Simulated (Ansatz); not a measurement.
# AlSnPb: relaxing a made-up structure

This structure for AlSnPb is made up. Its elements were placed in a known structure type with a cell scaled to their sizes. What cell does the guess relax to, and how far off was it?

Calculated with Ansatz 0.2.0; DFT, PBEsol, plane-wave PAW, files of the set soft_1, scalar-relativistic, no spin, cell and ions relaxed at zero pressure; PAW set soft_1.

## Step 1: The structure

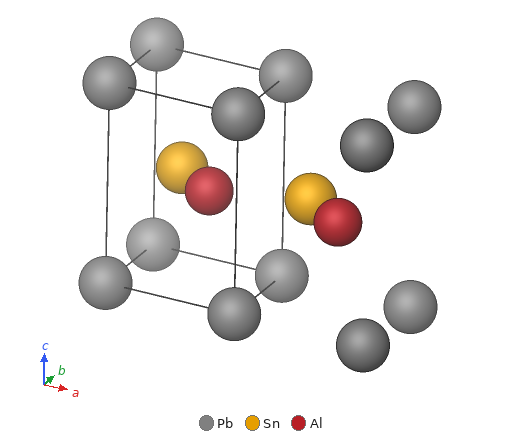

The cell as given, slightly off an axis (lead grey, tin orange, aluminium red). 2×1×1 cells are drawn. Some periodic images of atoms are drawn too.

## Step 2: Relaxation of the guess

The guess takes its coordinates from another compound and its volume from a rule, so the cell and any free coordinates are relaxed together.

File input.yaml:

```yaml
crystal:
  lattice:
    - [4.153, 0.0, 0.0]
    - [-2.0765, 3.596603502, 0.0]
    - [0.0, 0.0, 4.671]
  atoms:
    - { symbol: Pb, position: [0.0, 0.0, 0.0] }
    - { symbol: Sn, position: [0.333333333, 0.666666667, 0.5] }
    - { symbol: Al, position: [0.666666667, 0.333333333, 0.5] }
kpoints:
  mp_grid: { grid: [7, 7, 6] }
scf:
  occupations: { method: fermi_dirac, width: 0.05 }
hamiltonian:
  xc: pbesol
  pseudopotentials: { kind: paw, azcp: { folder: soft_1 }, xc_functional: pbe }
relax:
  f_tol: 0.015
  max_steps: 70
  cell: {}
output:
  forces: true
  stress: true
```

Started as:

```console
$ ansatz run input.yaml --threads 4 --pin off --max-ram 10240MiB --backend cpu --events-out ev --progress --plain --runs-dir out
```

Numbers of over 12 decimals in the logs are rounded to 6 here.

Log:

```text
Engine: ansatz 0.2.0, aarch64-unknown-linux-gnu
Pseudopotentials: kind: paw
Pseudopotential: Pb, paw, valence charge 14, recommended cutoff 420 eV (normal), soft_1/Pb.paw.azcp
Pseudopotential: Sn, paw, valence charge 14, recommended cutoff 420 eV (normal), soft_1/Sn.paw.azcp
Pseudopotential: Al, paw, valence charge 3, recommended cutoff 420 eV (normal), soft_1/Al.paw.azcp
Functional definition: PBEsol
  exchange = pbesol_x
  correlation = pbesol_c
Crystal: 3 atoms, lattice volume = 69.769 Å³
Basis set: ecut = 420 eV, 1353 PW (Γ), exchange–correlation on 60×60×64 points (8 copies of the dense FFT grid, shifted against one another)
Bands: 20, of which v1, the nominal top of the filled ones, is band 16 counted from 1 (15 counted from 0)
Symmetry: 12 space group operations
Space group: P-6m2 (ITA 187), of the structure as read, at distance tolerance 4.1e-5 Å
k-points: 32 of 294 (time reversal used)
Non-local potential: Pb, projectors of the file, l = 0: 2, l = 1: 2, l = 2: 2, l = 3: 1
Non-local potential: Sn, projectors of the file, l = 0: 2, l = 1: 2, l = 2: 2, l = 3: 1
Non-local potential: Al, projectors of the file, l = 0: 2, l = 1: 2, l = 2: 1
PAW form: soft (Blöchl's): semilocal exchange-correlation on the pseudo side does not see the compensation charge
PAW frozen core: Pb, regenerated for the run's functional, and the local potential with it (the file was generated under x = pbe(κ = 0.804, μ = 0.219515), c = pbe(β = 0.066725))
PAW frozen core: Sn, regenerated for the run's functional, and the local potential with it (the file was generated under x = pbe(κ = 0.804, μ = 0.219515), c = pbe(β = 0.066725))
PAW frozen core: Al, regenerated for the run's functional, and the local potential with it (the file was generated under x = pbe(κ = 0.804, μ = 0.219515), c = pbe(β = 0.066725))
PAW one-centre angular grid: Pb, 590 points (default); XC on 64 Gauss nodes
PAW one-centre angular grid: Sn, 590 points (default); XC on 64 Gauss nodes
PAW one-centre angular grid: Al, 110 points (default); XC on 64 Gauss nodes
Initial density: superposition of atomic densities (chi_scale 0.1, normalization cell, long waves kept (reshape's long-wave potential 0.00 eV rms))
Initial wavefunctions: pseudopotential atomic-orbital guess
Functional: x = pbesol(κ = 0.804, μ = 0.123457), c = pbesol(β = 0.046)
SCF iter   1: F=—  HF=-18231.114834 eV  |F-HF|=—  |Δ(HF+E_count)|=         —  Δρ=4.00e-2  dr2=3.05e0  ethr=3.10e-3  ⟨swp⟩=7.3  Hψ=3768  notcnv=0
preconditioner: auto → Kerker (q_TF=auto, 2.383 Å⁻¹)  [metal: Δε(μ)=0.061 eV  Ē_g=16.964 eV  σ=0.050 eV  W_gap=0.29  n_scr=20 (ndim 8)  ℏωp=24.8 eV  f_vac=0.000  D(μ)=1.09/eV (n_scr^D=2)]
SCF iter   2: F=—  HF=-18230.492345 eV  |F-HF|=—  |Δ(HF+E_count)|=   6.22e-1  Δρ=2.53e-2  dr2=1.35e0  ethr=3.10e-3  ⟨swp⟩=2.9  Hψ=1124  notcnv=0  defer=3
preconditioner: auto → Resta (q_TF=auto, 2.383 Å⁻¹)  ε∞=3.1  [insulator: Δε(μ)=0.150 eV  Ē_g=17.109 eV  σ=0.050 eV  W_gap=0.60  n_scr=20 (ndim 8)  ℏωp=24.8 eV  f_vac=0.000  D(μ)=0.92/eV (n_scr^D=2)  ε∞_Penn≈3.1]
SCF iter   3: F=—  HF=-18230.014523 eV  |F-HF|=—  |Δ(HF+E_count)|=   4.78e-1  Δρ=3.02e-3  dr2=5.10e-3  ethr=3.10e-3  ⟨swp⟩=3.3  Hψ=1093  notcnv=0  defer=3
SCF iter   4: F=—  HF=-18230.016208 eV  |F-HF|=—  |Δ(HF+E_count)|=   1.69e-3  Δρ=1.09e-3  dr2=8.00e-4  ethr=1.65e-5  ⟨swp⟩=2.1  Hψ=1514  notcnv=0  defer=3
SCF iter   5: F=—  HF=-18230.016038 eV  |F-HF|=—  |Δ(HF+E_count)|=   1.70e-4  Δρ=2.63e-4  dr2=4.06e-5  ethr=2.58e-6  ⟨swp⟩=2.0  Hψ=1128  notcnv=0  defer=3
SCF iter   6: F=—  HF=-18230.016036 eV  |F-HF|=—  |Δ(HF+E_count)|=   2.01e-6  Δρ=5.18e-5  dr2=1.71e-6  ethr=1.31e-7  ⟨swp⟩=2.2  Hψ=1098  notcnv=0  defer=2
SCF iter   7: F=—  HF=-18230.016036 eV  |F-HF|=—  |Δ(HF+E_count)|=   2.51e-9  Δρ=1.22e-5  dr2=1.07e-7  ethr=3.23e-10  ⟨swp⟩=5.4  Hψ=2582  notcnv=0
SCF iter   8: F=-18230.016036 eV  HF=-18230.016036 eV  |F-HF|=5.97e-10  |Δ(HF+E_count)|=   3.20e-9  Δρ=2.17e-6  dr2=3.54e-9  ethr=3.23e-10  ⟨swp⟩=4.8  Hψ=2144  notcnv=0
SCF 1 converged in 8 iterations: F = -18230.016036 eV  dr2 = 3.54e-9
  greatest PAW one-centre occupation: 0.991 electrons in one spin orbital (limit 2), on the Sn atom at site 1 (counted from 0), in its partial waves of l = 2
relax step   1: F+E_penalty+E_count = -18230.01603612 eV  Δ(F+E_penalty+E_count) = +0.000e0 eV  max|allowed force component| = 1.002e-16 eV/Å  Δτ_max = 0.0000 Å  P = +16.145 GPa  Ω = 69.769 Å³  (8 SCF iters, dr2 threshold 1.00e-7 eV, accepted)
Crystal: 3 atoms, lattice volume = 77.341 Å³
Basis set: ecut = 420 eV, 1545 PW (Γ), exchange–correlation on 60×60×64 points (8 copies of the dense FFT grid, shifted against one another)
Initial density: handed on by an earlier stage of this run
Initial wavefunctions: those handed on with the density
iter 1 solved again at ethr=2.11e-4 eV; its pass at ethr=3.10e-3 eV (dr2=6.55e-2 eV) is discarded
SCF iter   1: F=—  HF=-18230.684968 eV  |F-HF|=—  |Δ(HF+E_count)|=         —  Δρ=5.75e-3  dr2=6.64e-2  ethr=2.11e-4  ⟨swp⟩=1.4  Hψ=4659  notcnv=0
preconditioner: auto → Kerker (q_TF=auto, 2.343 Å⁻¹)  [metal: Δε(μ)=0.005 eV  Ē_g=16.932 eV  σ=0.050 eV  W_gap=0.03  n_scr=20 (ndim 8)  ℏωp=23.5 eV  f_vac=0.000  D(μ)=1.67/eV (n_scr^D=8)]
SCF iter   2: F=—  HF=-18230.671142 eV  |F-HF|=—  |Δ(HF+E_count)|=   1.38e-2  Δρ=3.55e-3  dr2=2.70e-2  ethr=2.11e-4  ⟨swp⟩=2.0  Hψ=754  notcnv=0
SCF iter   3: F=—  HF=-18230.662984 eV  |F-HF|=—  |Δ(HF+E_count)|=   8.16e-3  Δρ=5.01e-4  dr2=5.57e-4  ethr=8.71e-5  ⟨swp⟩=2.1  Hψ=914  notcnv=0
SCF iter   4: F=—  HF=-18230.662870 eV  |F-HF|=—  |Δ(HF+E_count)|=   1.15e-4  Δρ=1.93e-4  dr2=5.10e-5  ethr=1.80e-6  ⟨swp⟩=2.0  Hψ=793  notcnv=0
SCF iter   5: F=—  HF=-18230.662843 eV  |F-HF|=—  |Δ(HF+E_count)|=   2.66e-5  Δρ=6.13e-5  dr2=5.28e-6  ethr=1.65e-7  ⟨swp⟩=2.5  Hψ=1096  notcnv=0
SCF iter   6: F=—  HF=-18230.662842 eV  |F-HF|=—  |Δ(HF+E_count)|=   8.71e-7  Δρ=1.67e-5  dr2=3.11e-7  ethr=1.70e-8  ⟨swp⟩=2.2  Hψ=1084  notcnv=0
SCF iter   7: F=-18230.662842 eV  HF=-18230.662842 eV  |F-HF|=2.25e-8  |Δ(HF+E_count)|=   7.62e-8  Δρ=6.71e-6  dr2=4.58e-8  ethr=9.68e-10  ⟨swp⟩=4.9  Hψ=2092  notcnv=0
SCF 2 converged in 7 iterations: F = -18230.662842 eV  dr2 = 4.58e-8
relax step   2: F+E_penalty+E_count = -18230.66284229 eV  Δ(F+E_penalty+E_count) = -6.468e-1 eV  max|allowed force component| = 8.943e-17 eV/Å  Δτ_max = 0.0000 Å  P = +5.381 GPa  Ω = 77.341 Å³  energy of the carried Pulay correction = -9.352e-4 eV  (7 SCF iters, dr2 threshold 3.00e-7 eV, accepted)
Crystal: 3 atoms, lattice volume = 80.299 Å³
iter 1 solved again at ethr=1.17e-4 eV; its pass at ethr=3.10e-3 eV (dr2=3.61e-2 eV) is discarded
SCF iter   1: F=—  HF=-18230.890842 eV  |F-HF|=—  |Δ(HF+E_count)|=         —  Δρ=4.35e-3  dr2=3.68e-2  ethr=1.17e-4  ⟨swp⟩=1.4  Hψ=4460  notcnv=0
preconditioner: auto → Resta (q_TF=auto, 2.328 Å⁻¹)  ε∞=2.9  [insulator: Δε(μ)=0.143 eV  Ē_g=16.769 eV  σ=0.050 eV  W_gap=0.61  n_scr=20 (ndim 8)  ℏωp=23.1 eV  f_vac=0.000  D(μ)=0.83/eV (n_scr^D=0)  ε∞_Penn≈2.9]
SCF iter   2: F=—  HF=-18230.880088 eV  |F-HF|=—  |Δ(HF+E_count)|=   1.08e-2  Δρ=1.98e-3  dr2=6.26e-3  ethr=1.17e-4  ⟨swp⟩=2.0  Hψ=850  notcnv=0
preconditioner: auto → Kerker (q_TF=auto, 2.328 Å⁻¹)  [metal: Δε(μ)=0.109 eV  Ē_g=16.753 eV  σ=0.050 eV  W_gap=0.50  n_scr=20 (ndim 8)  ℏωp=23.1 eV  f_vac=0.000  D(μ)=0.89/eV (n_scr^D=2)]
SCF iter   3: F=—  HF=-18230.878145 eV  |F-HF|=—  |Δ(HF+E_count)|=   1.94e-3  Δρ=3.63e-4  dr2=1.64e-4  ethr=2.02e-5  ⟨swp⟩=2.0  Hψ=783  notcnv=0
SCF iter   4: F=—  HF=-18230.878093 eV  |F-HF|=—  |Δ(HF+E_count)|=   5.12e-5  Δρ=9.72e-5  dr2=1.40e-5  ethr=5.29e-7  ⟨swp⟩=2.1  Hψ=802  notcnv=0
SCF iter   5: F=—  HF=-18230.878090 eV  |F-HF|=—  |Δ(HF+E_count)|=   3.25e-6  Δρ=2.76e-5  dr2=8.84e-7  ethr=4.52e-8  ⟨swp⟩=2.0  Hψ=1129  notcnv=0
SCF iter   6: F=-18230.878090 eV  HF=-18230.878090 eV  |F-HF|=5.44e-8  |Δ(HF+E_count)|=   1.43e-7  Δρ=1.05e-5  dr2=1.19e-7  ethr=9.68e-10  ⟨swp⟩=5.0  Hψ=2403  notcnv=0
SCF 3 converged in 6 iterations: F = -18230.878090 eV  dr2 = 1.19e-7
relax step   3: F+E_penalty+E_count = -18230.87808983 eV  Δ(F+E_penalty+E_count) = -2.152e-1 eV  max|allowed force component| = 1.465e-16 eV/Å  Δτ_max = 0.0000 Å  P = +0.972 GPa  Ω = 80.299 Å³  energy of the carried Pulay correction = -1.252e-3 eV  (6 SCF iters, dr2 threshold 3.00e-7 eV, accepted)
[... from here on, the SCF cycles and remarks between the steps are left out ...]
relax step   4: F+E_penalty+E_count = -18230.90384867 eV  Δ(F+E_penalty+E_count) = -2.576e-2 eV  max|allowed force component| = 7.421e-17 eV/Å  Δτ_max = 0.0000 Å  P = +0.169 GPa  Ω = 80.484 Å³  energy of the carried Pulay correction = -1.260e-3 eV  (6 SCF iters, dr2 threshold 3.00e-7 eV, accepted)
relax step   5: F+E_penalty+E_count = -18230.91973987 eV  Δ(F+E_penalty+E_count) = -1.589e-2 eV  max|allowed force component| = 7.479e-17 eV/Å  Δτ_max = 0.0000 Å  P = -0.118 GPa  Ω = 79.740 Å³  energy of the carried Pulay correction = -1.158e-3 eV  (6 SCF iters, dr2 threshold 3.00e-7 eV, accepted)
relax step   6: F+E_penalty+E_count = -18230.92024545 eV  Δ(F+E_penalty+E_count) = -5.056e-4 eV  max|allowed force component| = 1.095e-16 eV/Å  Δτ_max = 0.0000 Å  P = -0.046 GPa  Ω = 79.240 Å³  energy of the carried Pulay correction = -1.095e-3 eV  (5 SCF iters, dr2 threshold 2.51e-7 eV, accepted)
relax step   7: F+E_penalty+E_count = -18230.92039959 eV  Δ(F+E_penalty+E_count) = -1.541e-4 eV  max|allowed force component| = 1.110e-16 eV/Å  Δτ_max = 0.0000 Å  P = +0.015 GPa  Ω = 79.229 Å³  energy of the carried Pulay correction = -1.095e-3 eV  (4 SCF iters, dr2 threshold 2.38e-8 eV, accepted)
relax step   8: F+E_penalty+E_count = -18230.92040916 eV  Δ(F+E_penalty+E_count) = -9.569e-6 eV  max|allowed force component| = 6.168e-17 eV/Å  Δτ_max = 0.0000 Å  P = +0.017 GPa  Ω = 79.334 Å³  energy of the carried Pulay correction = -1.109e-3 eV  (4 SCF iters, dr2 threshold 9.71e-9 eV, accepted)
relax step   9: F+E_penalty+E_count = -18230.92428280 eV  Δ(F+E_penalty+E_count) = -3.874e-3 eV  max|allowed force component| = 6.091e-17 eV/Å  Δτ_max = 0.0000 Å  P = +0.086 GPa  Ω = 79.334 Å³  stress off target by 1.42e-1 GPa  SCF on the basis re-selected at this cell (its energy is not comparable with the rows above)  (5 SCF iters)
relax step  10: F+E_penalty+E_count = -18230.92440523 eV  Δ(F+E_penalty+E_count) = -1.224e-4 eV  max|allowed force component| = 7.479e-17 eV/Å  Δτ_max = 0.0000 Å  P = -0.020 GPa  Ω = 79.401 Å³  energy of the carried Pulay correction = -7.046e-6 eV  (4 SCF iters, dr2 threshold 5.01e-8 eV, accepted)
iter 1 solved again at ethr=4.76e-7 eV; its pass at ethr=3.10e-3 eV (dr2=1.48e-4 eV) is discarded
SCF iter   1: F=—  HF=-18230.924409 eV  |F-HF|=—  |Δ(HF+E_count)|=         —  Δρ=5.49e-6  dr2=1.14e-8  ethr=4.76e-7  ⟨swp⟩=3.4  Hψ=5377  notcnv=0
eigensolver tolerance schedule: the retry pair's looser diagonalisation over-reported the residual by 12920.81 of it (diagonalisation noise at an unbounded share of the residual, at the tolerance the schedule requests for it); recorded, not acted on — ethr = c·dr2/N_el stays at c = 1.0e-1
preconditioner: auto → Resta (q_TF=auto, 2.332 Å⁻¹)  ε∞=2.9  [insulator: Δε(μ)=0.121 eV  Ē_g=16.739 eV  σ=0.050 eV  W_gap=0.54  n_scr=20 (ndim 8)  ℏωp=23.2 eV  f_vac=0.000  D(μ)=1.10/eV (n_scr^D=8)  ε∞_Penn≈2.9]
SCF iter   2: F=—  HF=-18230.924414 eV  |F-HF|=—  |Δ(HF+E_count)|=   4.99e-6  Δρ=2.83e-6  dr2=3.44e-9  ethr=3.68e-11  ⟨swp⟩=3.0  Hψ=1611  notcnv=0
SCF iter   3: F=—  HF=-18230.924414 eV  |F-HF|=—  |Δ(HF+E_count)|=   1.35e-9  Δρ=1.06e-6  dr2=6.74e-10  ethr=1.11e-11  ⟨swp⟩=2.0  Hψ=1116  notcnv=0
SCF iter   4: F=-18230.924414 eV  HF=-18230.924414 eV  |F-HF|=0.00e0  |Δ(HF+E_count)|=  1.89e-10  Δρ=2.04e-7  dr2=2.13e-11  ethr=1.00e-12  ⟨swp⟩=4.9  Hψ=3294  notcnv=0
SCF 11 converged in 4 iterations: F = -18230.924414 eV  dr2 = 2.13e-11
relax step  11: F+E_penalty+E_count = -18230.92441405 eV  Δ(F+E_penalty+E_count) = -8.823e-6 eV  max|allowed force component| = 8.789e-17 eV/Å  Δτ_max = 0.0000 Å  P = -0.020 GPa  Ω = 79.401 Å³  stress off target by 2.23e-2 GPa  SCF on the basis re-selected at this cell (its energy is not comparable with the rows above)  (4 SCF iters)
basis re-selected at this cell: Δ(F+E_penalty+E_count) = -8.823e-6 eV, ΔP = -0.000 GPa vs the last step (what re-selecting the basis moved, of the pressure what is left beyond the Pulay correction that the steps carried, after the strain that the cell walked since its last selection, with what the two solves' SCF thresholds leave and, on support functions, any second-order correction that the steps lacked; it is no m [...]
SCF converged after 4 iterations
Free energy (F): -18230.924414 eV
Harris-Foulkes:  -18230.924414 eV  (|F-HF|=0.00e0)
Internal energy: -18230.914679 eV  (E = F + TS)
E sigma→0 (E₀):  -18230.919546 eV
Entropy (-TS):   -0.009735 eV (-3.245 meV/atom)
Fermi energy:    9.412823 eV
--- Per-component energies (eV) ---
  E_band       = -146.441519
  E_kinetic    = 482.470140
  E_local      = -2316.406431  (includes V_loc(G=0)·N_el)
  E_nonlocal   = 464.758292
  E_hartree    = 1033.456176
  E_xc         = -365.587187
  E_vxc        = -246.936055  (∫ρ·V_xc dr)
  E_paw        = -14995.365288  (= ΣΔE_a)
  E_vpaw       = -597.240234  (= ΣTr[D̂ρ^β])
  E_aug_tail   = 0.000279  (compensation charges beyond the density's cutoff)
  E_ewald      = -2534.606808
  E_core_change = 0.366149  (= ΣΔE_core)
  E_smearing   = -0.009735  (= −TS)
  E_closure    = 0.000000  (closes the sum)
  Σ components = -18230.924414   (vs F -18230.924414, Δ=0.00e0)
--- Forces (eV/Å), atoms counted from 1 ---
  atom   1  Pb    -0.00000000    -0.00000000    -0.00000000
  atom   2  Sn    -0.00000000     0.00000000     0.00000000
  atom   3  Al     0.00000000    -0.00000000    -0.00000000
  max |Σ_I F_I| component: 4.16e-17 eV/Å
--- Stress (GPa, compression-positive) ---
       -0.018852      -0.000000       0.000000
        0.000000      -0.018852       0.000000
        0.000000       0.000000      -0.022273
  P = ⅓ Tr σ = -0.0200 GPa (-0.200 kbar)
--- Relaxed structure (9 steps of the walk, 9 accepted, 2 SCFs on fresh bases) ---
  F+E_penalty+E_count = -18230.92441405 eV   max|allowed force component| = 8.789e-17 eV/Å   (the final SCF, on the basis selected at the relaxed cell)
  cell:  # Å, volume = 79.4010 Å³
    - [4.659797, 0, -1.997667902736407e-18]
    - [-2.329899, 4.035503, 9.988339513682031e-19]
    - [-2.246835245262173e-18, 0, 4.222416]
  atoms:
    - { symbol: Pb, position: [0, 0, 0] }
    - { symbol: Sn, position: [0.333333, 0.666667, 0.5] }
    - { symbol: Al, position: [0.666667, 0.333333, 0.5] }
```

Elapsed: 12 s, on 4 threads of Arm Neoverse V2, shared host; peak memory 0.43 GiB.

The steps of the relaxation:

| step | energy less that of the first step (eV) | largest force component (eV/Å) | pressure (GPa) | volume (Å³) |
| --- | --- | --- | --- | --- |
| 1 | 0.0000 | 0.0000 | 16.15 | 69.77 |
| 2 | -0.6468 | 0.0000 | 5.38 | 77.34 |
| 3 | -0.8621 | 0.0000 | 0.97 | 80.30 |
| 4 | -0.8878 | 0.0000 | 0.17 | 80.48 |
| 5 | -0.9037 | 0.0000 | -0.12 | 79.74 |
| 6 | -0.9042 | 0.0000 | -0.05 | 79.24 |
| 7 | -0.9044 | 0.0000 | 0.02 | 79.23 |
| 8 | -0.9044 | 0.0000 | 0.02 | 79.33 |
| 9* | -0.9082 | 0.0000 | 0.09 | 79.33 |
| 10 | -0.9084 | 0.0000 | -0.02 | 79.40 |
| 11* | -0.9084 | 0.0000 | -0.02 | 79.40 |

Relaxation steps marked * repeat the geometry before them on a plane-wave basis chosen anew for their cell, so energy and pressure can jump there.

Forces are held to the 12 operations that the run works with; a distortion that breaks them can't arise in this run.

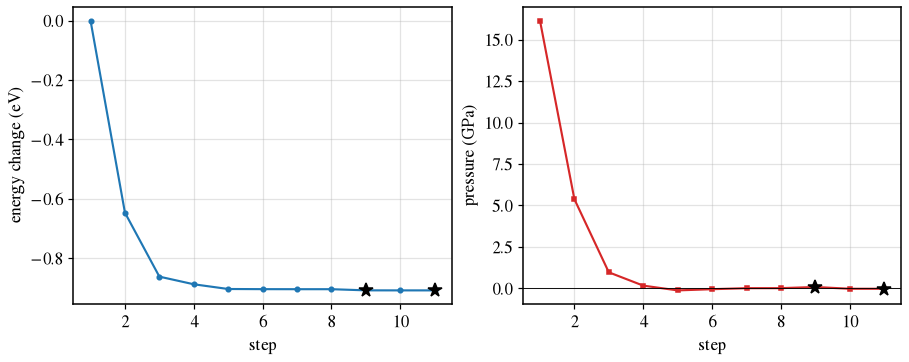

Energy and pressure along the relaxation. Stars mark steps on a basis chosen anew.

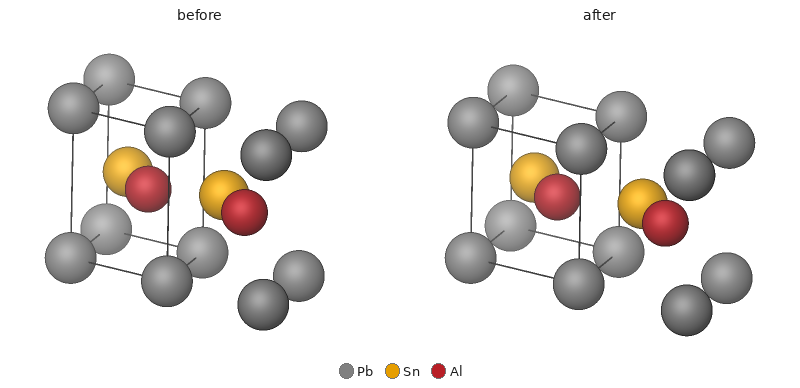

Before and after, at one scale.

| cell as run | before | after | change |
| --- | --- | --- | --- |
| a (Å) | 4.153 | 4.660 | +12.2 % |
| b (Å) | 4.153 | 4.660 | +12.2 % |
| c (Å) | 4.671 | 4.222 | -9.6 % |
| volume (Å³/atom) | 23.26 | 26.47 | +13.8 % |

Final coordinates:

```cif
data_structure
_symmetry_space_group_name_H-M 'P 1'
_symmetry_Int_Tables_number 1
_cell_length_a 4.6598
_cell_length_b 4.6598
_cell_length_c 4.2224
_cell_angle_alpha 90.000
_cell_angle_beta 90.000
_cell_angle_gamma 120.000
_cell_volume 79.40
loop_
_atom_site_label
_atom_site_type_symbol
_atom_site_fract_x
_atom_site_fract_y
_atom_site_fract_z
_atom_site_occupancy
Pb1 Pb 0.00000 0.00000 0.00000 1
Sn2 Sn 0.33333 0.66667 0.50000 1
Al3 Al 0.66667 0.33333 0.50000 1
```

Numbers from this step:

```
free energy             : -18230.9244 eV
energy at zero smearing : -18230.9195 eV
smearing term TS        : 0.009735 eV
Fermi energy            : 9.413 eV
electrons               : 31
symmetry operations     : 12
pressure                : -0.01999 GPa
```

Shortest distances by pair of elements, guess and relaxed (not always the same contact):

| pair | guess (Å) | relaxed (Å) |
| --- | --- | --- |
| Al–Sn | 2.398 | 2.690 |
| Al–Pb | 3.347 | 3.420 |
| Pb–Sn | 3.347 | 3.420 |
| Pb–Pb | 4.153 | 4.222 |
| Sn–Sn | 4.153 | 4.222 |

The relaxation ends with a pressure of -0.02 GPa.

## Step 3: Results

```yaml
space_group_relaxed: P-6m2
conventional_cell: a = 4.660, b = 4.660, c = 4.222 Å; α = 90.0°, β = 90.0°, γ = 120.0°
volume_per_atom: 26.47 Å³ (guess 23.26)
```

**Reading.** AlSnPb relaxes to P-6m2 with a = 4.660, b = 4.660 and c = 4.222 Å. The guessed volume was 12 % too small. The space group P-6m2 was held in the relaxation, so the end point is a stationary structure within it and may be a saddle against distortions or other arrangements. Mesh and cutoff weren't tested. A vector of the cell changed its length by 12 %, more than the volume shows. Spin-orbit coupling is left out, which can matter for elements this heavy. No dispersion term is used, so weakly bound directions may come out too long. Nothing here tests whether the compound is stable against decomposition.

[Logs are printed without paths, hosts, clocks, repeated set-up lines and the standing remarks that a program may print on its own settings, such as how far it seeks lower states.]

[Hosts, paths, dates, database ids (printed as entryN), source tags and the programs' standing remarks are cut or masked in the printed files.]
